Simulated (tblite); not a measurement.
**C3H3Cl2Ga: geometry relaxation (part 4 of 4)**

C3H3Cl2Ga; GFN2-xTB geometry optimisation, gas phase (tblite 0.8.0). It belongs to a series of runs on one base structure; here: C-C bond made double.

Geometry of the input (Å):
```
Cl 2.5705  2.0464  0.0300
Ga 1.9065  -0.2160  0.5130
Cl 3.0061  -1.7148  -0.5095
C  -0.1129  -0.0701  0.3189
C  -1.3507  0.0951  0.8363
C  -1.2555  -0.1183  -0.6440
H  -1.8890  0.2757  1.7543
H  -1.6160  -1.0705  -1.0140
H  -1.2455  0.7785  -1.3103
```

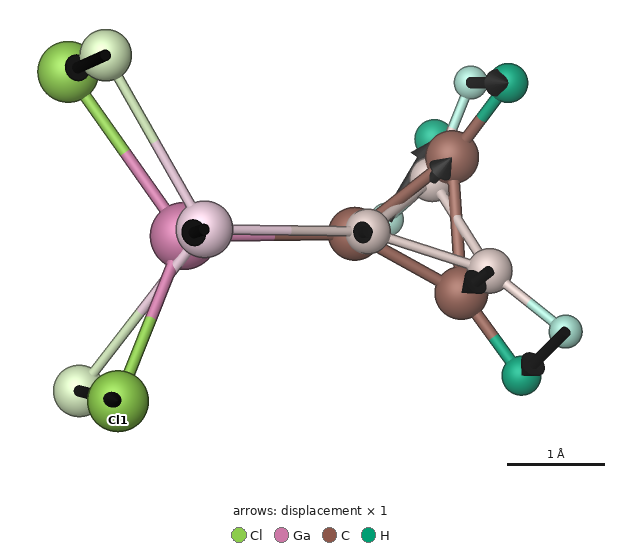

Fig. 1: Start (faint) and end (solid) with the displacements as black arrows, at true length (ball-and-stick view, seen at a tilt). The two geometries are laid on each other by the best rigid fit. Over 99 geometry steps the energy falls by 89.1 kJ/mol. The largest force component goes from 2.7 to 0.007 eV/Å. The largest move after the best rigid fit is that of Cl1, 1.70 Å. Largest moves by element: Cl 1.70 Å, H 0.97 Å, Ga 0.51 Å, C 0.49 Å. Among the contacts that change: Cl1–Ga2 2.407 → 2.091 Å, Ga2–C4 2.034 → 1.987 Å, C4–C5 1.352 → 1.308 Å, Ga2–Cl3 2.122 → 2.088 Å. Among the angles that change: Cl1–Ga2–C4 100.8° → 120.7°, C6–C5–H7 153.6° → 143.7°, C4–C6–H9 110.6° → 119.5°. (Atoms are counted from 1 in the order of the input.)

Key numbers:

| quantity | value |
| --- | --- |
| outcome | converged |
| total energy | −497.2488 eV |
| hardware | 1 CPU thread, shared host |
| peak memory | 0.18 GiB |
